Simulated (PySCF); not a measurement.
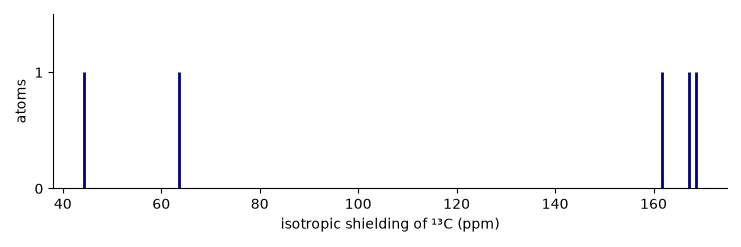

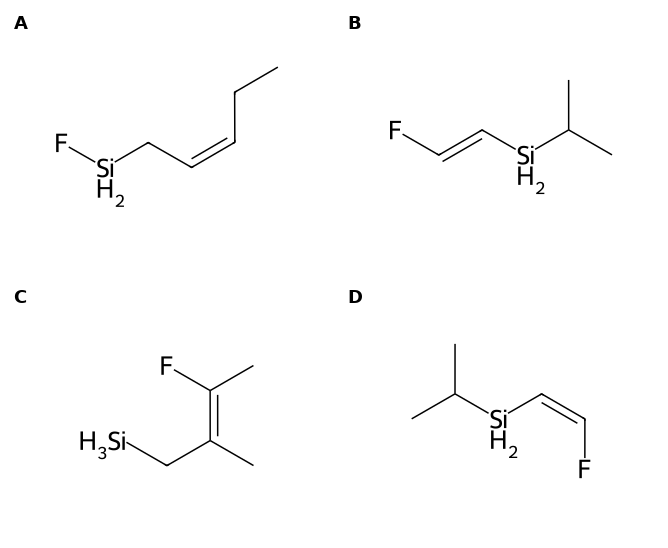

The sticks are computed shieldings of one of the molecules, for one fixed geometry (GFN2-xTB) without averaging over rotations. Low shielding means a high chemical shift. Method: GIAO PBE0/pcSseg-1 NMR shielding, non-relativistic, gas phase (PySCF 2.14.0).

Match the spectrum to a structure.

A, `CC/C=C\C[SiH2]F`. Its 5 C atoms give lines at 44.3, 63.6, 161.6, 167.1, 168.7 ppm.

The geometry is semi-empirical. Around Si such bond lengths and angles can be off by a tenth of an ångström or more and by several degrees, and values that hang on the shape move with them.
